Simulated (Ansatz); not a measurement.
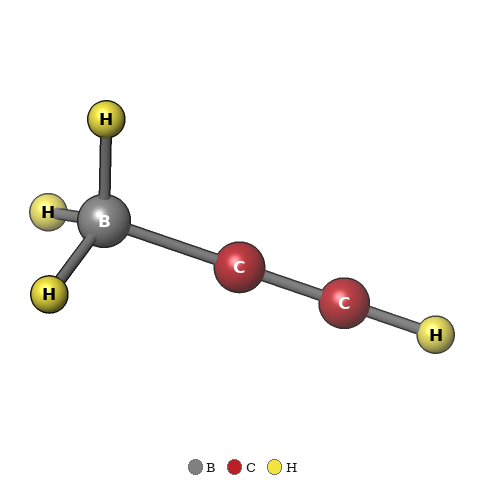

Depth is shown by fading: the farther an atom, the more it takes the colour of the background. The species has charge −1 and is a spin singlet. The geometry was computed by an optimisation with PBE0-D4/def2-TZVPD. No frequency run is at hand to confirm it as a minimum.

### List the symmetry elements and name the point group.

It has 1 C3 axis and 3 mirror planes, so the point group is C3v. The group has 6 operations. The geometry is achiral, and symmetry allows a dipole moment.
